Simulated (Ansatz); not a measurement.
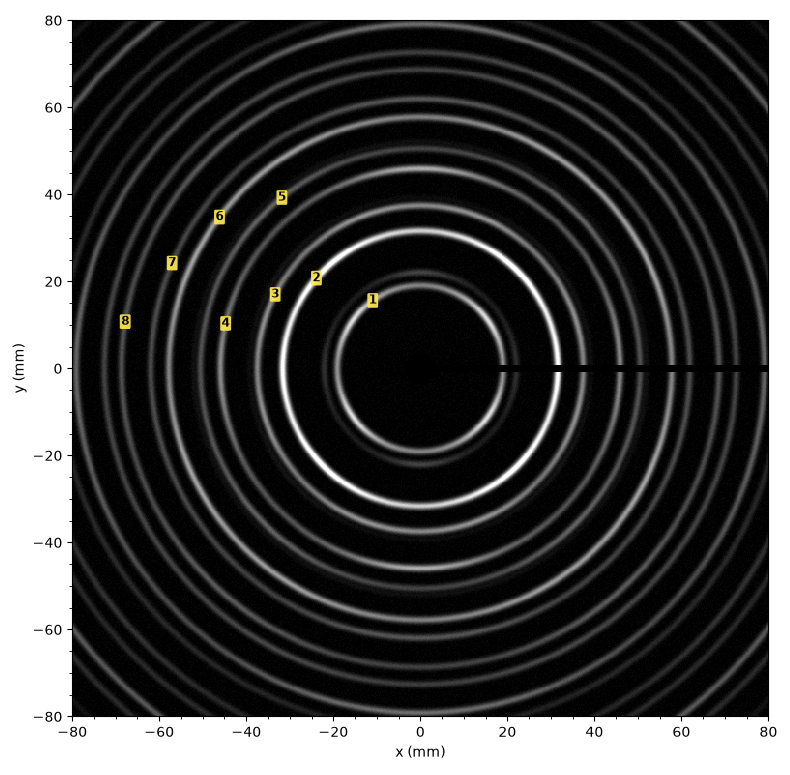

Simulated X-ray powder rings on a flat area detector normal to the beam: λ = 0.7107 Å, sample-to-detector distance 120 mm, axes in mm from the beam centre, for a sample with fibre texture (March–Dollase model, fibre axis vertical in the picture). Kinematic intensities with B = 0.8 Å² for all atoms, without absorption; brightness goes as intensity to the power 0.5, clipped at the top, with counting noise. Reflections closer than the ring width show as one ring.

The sample is K2Ni, space group Fm-3m, a = 7.823 Å, b = 7.823 Å, c = 7.823 Å, α = 90.00°, β = 90.00°, γ = 90.00°. Basis of the simulation: coordinates from a relaxation with DFT PBE, scalar-relativistic, plane waves, PAW in Ansatz 0.2.0; the starting structure was generated, so it need not be a known form of this composition.

**Give radius, d-spacing and indices of the numbered rings.**

```csv
ring,radius,2θ (°),d (Å),hkl
1,19.1 mm,9.02,4.52,111
2,31.6 mm,14.76,2.77,220
3,37.4 mm,17.33,2.36,311
4,45.9 mm,20.94,1.956,400
5,50.5 mm,22.84,1.795,331
6,57.8 mm,25.71,1.597,422
7,61.9 mm,27.30,1.506,511/333
8,68.7 mm,29.78,1.383,440
```

**Which lattice planes lie preferentially normal to the fibre axis?**

The (4 0 0) planes: ring 4 is concentrated at the top and bottom of the pattern (March parameter 0.45).
